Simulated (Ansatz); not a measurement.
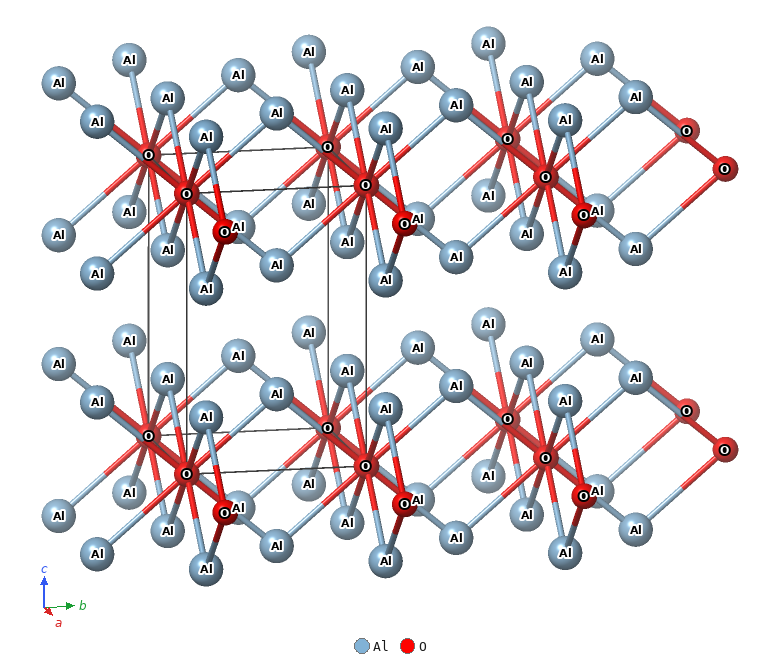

Al4O (space group P4/mmm, No. 123): coordinates from a relaxation with DFT PBE, scalar-relativistic, plane waves, PAW in Ansatz 0.2.0; the starting structure was generated, so it need not be a known form of this composition.

Bonds are taken as Al–O below 2.8 Å; no other contact counts. Atoms with one bond or none are removed and atoms with two bonds are replaced by edges, until no such atom is left. Two bridges between the same pair of nodes count as one edge.

Q: What kind of net remains, and which atoms are its nodes?

A: A uninodal 4-connected, two-periodic (layers) net: O is a 4-connected node. Al becomes part of the edges.

Q: Name the underlying net.

A: It is the sql net, known from the square lattice.

Q: How do the layers lie?

A: The layers lie parallel to (001).

Q: Give the point symbol of each node (shortest cycle at each angle).

A: O: 4^4.6^2.

The simplified net, drawn on the atoms' positions. Nodes are coloured by element. One layer is drawn. Edges to nodes outside the piece are drawn as stubs.

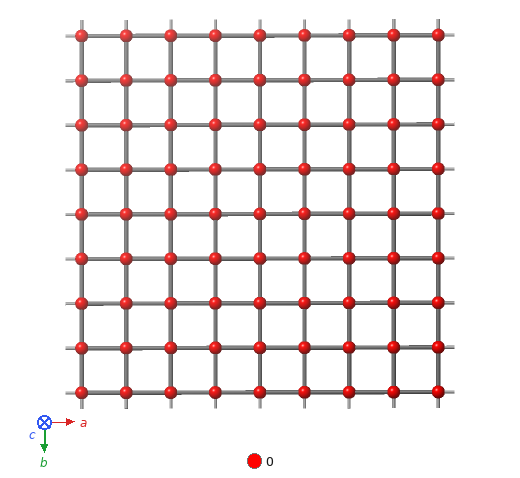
